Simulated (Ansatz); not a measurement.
BAuF$_{4}$

```
CELL_PARAMETERS angstrom
3.11440 0.00000 0.00000
0.00000 3.11440 0.00000
0.00000 0.00000 6.12994
ATOMIC_POSITIONS crystal
B 0.00000 0.00000 0.00000
Au 0.50000 0.50000 0.50000
F 0.50000 0.00000 0.82970
F 0.00000 0.50000 0.17030
F 0.50000 0.00000 0.17030
F 0.00000 0.50000 0.82970
```

Space group P4/mmm; a structure from a database of computed crystals, not necessarily the ambient phase; started from the NaHoF4-123 prototype, which need not be the ambient phase.

Theory: Ansatz 0.2.0, DFT, r2SCAN+rVV10, plane waves, PAW.

Question: What will maps of the valence pseudo-density and electron localisation function show?

Answer: Au–F (2.55 Å): ρ at the midpoint is about 0.24 e/Å³; the ELF is about 0.10 at the midpoint; no shared electron pair shows on this line.

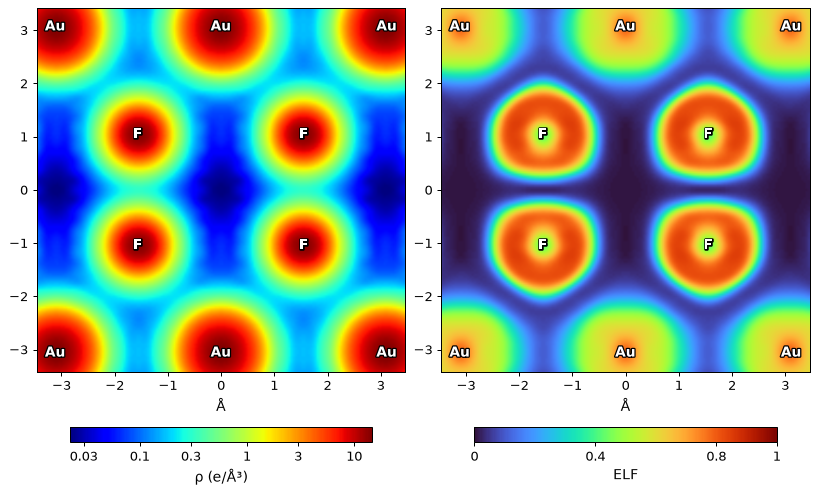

Computed valence pseudo-density and electron localisation function on the (010) plane of the conventional cell, in this order. 
